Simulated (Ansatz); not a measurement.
Phonons of a relaxed structure of Ga$_{2}$O$_{3}$ by density-functional perturbation theory (low response-accuracy setting, no LO–TO term) at the zone centre. Level of theory: PBE (plane waves to 420 eV, PAW, scalar-relativistic; Ansatz, an electronic-structure program). Γ-centred k-mesh 10×10×6, Fermi–Dirac smearing 0.05 eV.

Ga2O3 has the monoclinic space group C2/m (No. 12), Pearson symbol mS20. Conventional cell: a = 12.456 Å, b = 3.083 Å, c = 5.877 Å, α = γ = 90.00°, β = 103.70°. Ga1 on 4i sees 4 O at 1.858–1.895 Å (tetrahedral). Ga2 on 4i has 6 O at 1.967–2.108 Å (octahedral). O1 on 4i sees 1 Ga at 1.858 Å and 2 Ga at 1.967 Å. O2 on 4i has 1 Ga at 1.895 Å and 3 Ga at 2.043–2.108 Å. O3 on 4i has 2 Ga at 1.860 Å and 1 Ga at 1.971 Å (trigonal planar). (Neighbours: up to the widest gap in distance over summed covalent radii, below 1.35, at either atom; cation-cation and far metal-metal contacts left out.)
(The calculation used a cell of 10 atoms; values per cell refer to that cell.)

Space group C2/m (No. 12).

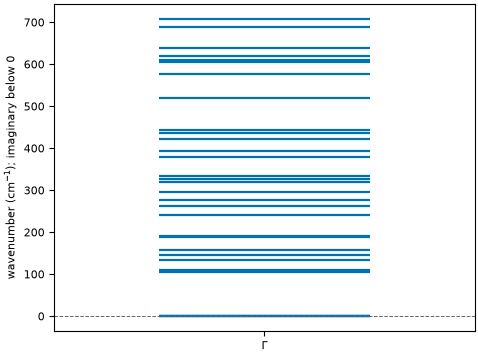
Figure: Phonon wavenumbers at the sampled wavevectors

Q: Is the structure stable at these points, and where is the highest mode?

A: No instability shows at these points (nothing beyond 15i cm⁻¹, the threshold used here). Other wavevectors were not sampled, so this does not prove stability. The highest mode lies near 710 cm⁻¹.

```
q                                                                                                          wavenumbers (cm⁻¹; i marks imaginary)
-  ---------------------------------------------------------------------------------------------------------------------------------------------
Γ  0 (×3), 104, 109, 134, 145, 157, 188, 192, 242, 262, 278, 297, 320, 327, 334, 378, 394, 421, 436, 444, 519, 577, 605, 609, 619, 638, 690, 709
```

No spin polarisation in the result.

The first start was generated by placing the elements on the sites of a structure type. A measured structure of Ga2O3 has the same space group, C2/m (No. 12); the sites were not compared with it.
